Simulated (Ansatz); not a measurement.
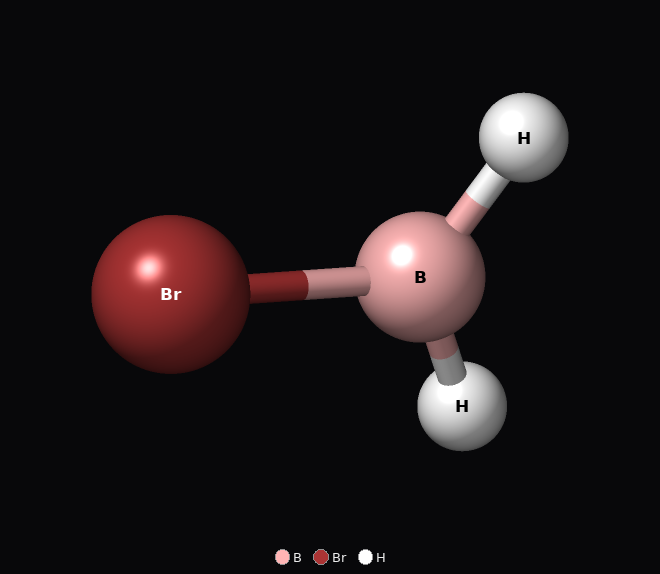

A ball-and-stick model of a molecule. Every bond is drawn as one stick, whatever its order.

The computed structure is the end point of a PBE0-D4/def2-TZVP optimisation.

Describe the molecule.

The molecule is BBrH2. This geometry has C2v symmetry. All atoms lie on one plane. Coordination: 1 B trigonal planar.

More results for the same structure follow; atom numbers are the same in all pictures, views and colours differ.

Charges

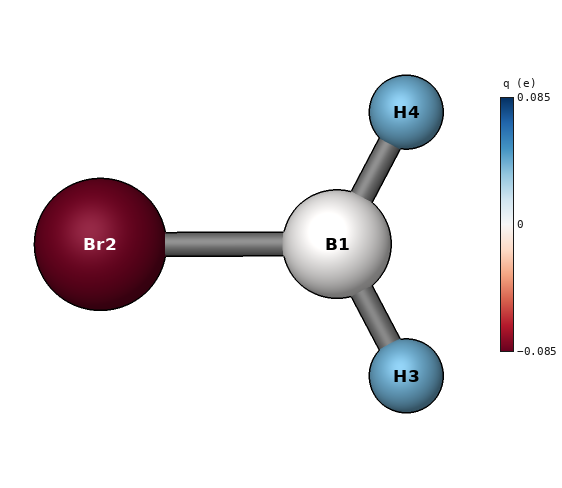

Atoms are coloured by their Mulliken charges. Properties computed with RKS PBE0-D4/def2-TZVP (Ansatz 0.2.0).

List the Mulliken charges.

| atom | value (e) |
| --- | --- |
| B1 | 0.00 |
| Br2 | −0.08 |
| H3 | 0.04 |
| H4 | 0.04 |

Electronic properties

Level of theory: RKS PBE0-D4/def2-TZVPP (Ansatz 0.2.0).

Computed properties:

- HOMO energy (Kohn–Sham orbital): −8.22 eV
- LUMO energy (Kohn–Sham orbital): −2.01 eV
- HOMO–LUMO gap: 6.21 eV

Dipole moment

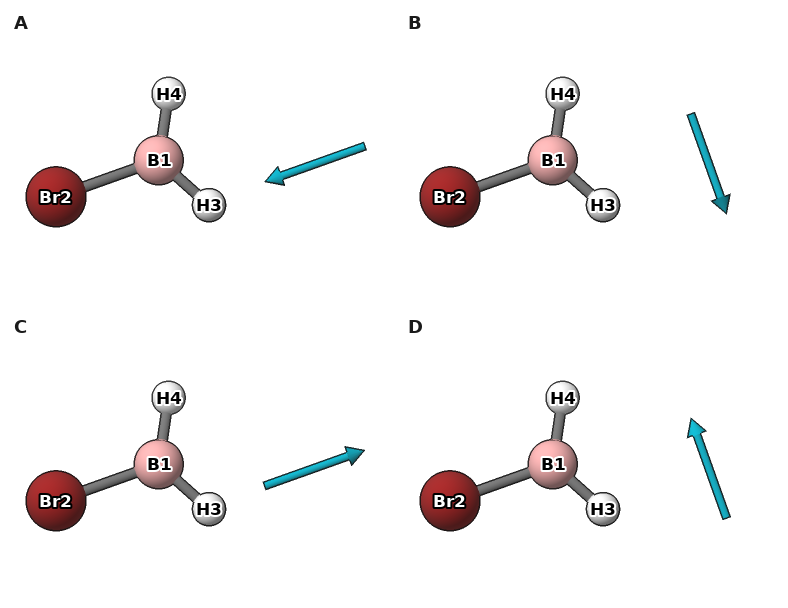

The same molecule four times, each with an arrow. Method: RKS PBE0-D4/def2-TZVP (Ansatz 0.2.0).

**Which arrow points along the dipole moment, from the negative to the positive end?**

C. The dipole moment is 0.54 D; it points from the side of Br2 to the side of H3, H4 (the outermost atoms at the two ends).

Thermal motion

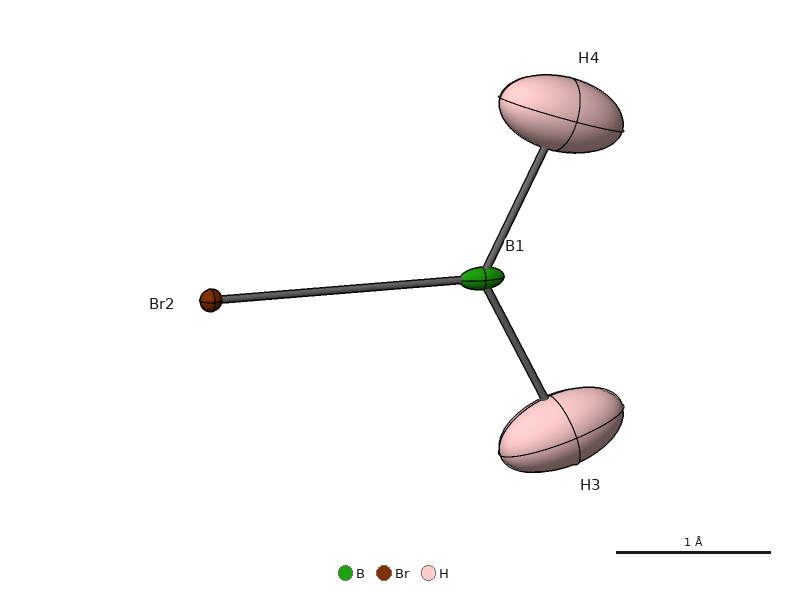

Displacement ellipsoids at the 50 % level, enlarged 2 times, from the internal vibrations of the free molecule (harmonic, no overall translation or rotation; no half-axis is drawn under 0.075 Å). Vibrations computed with RKS PBE0-D4/def2-TZVP (Ansatz 0.2.0). Temperature: 600 K.

**Which atom has the largest mean-square displacement?**

H3, H4, with U_eq = 0.0116 Å².

**Does H4 move more along its bond or across it?**

Across it: the root-mean-square amplitude is 0.081 Å along the bond and up to 0.143 Å across, since bending and torsion are softer than stretching.

List U_eq and the three principal root-mean-square amplitudes for each kind of atom.

| atom | U_eq (Å²) | rms amplitudes (Å) |
| --- | --- | --- |
| B1 | 0.0011 | 0.021, 0.022, 0.050 |
| Br2 | 0.00002 | 0.001, 0.002, 0.008 |
| H3, H4 | 0.0116 | 0.079, 0.090, 0.143 |

Mulliken values depend strongly on the basis set and can even reverse the polarity of a bond.
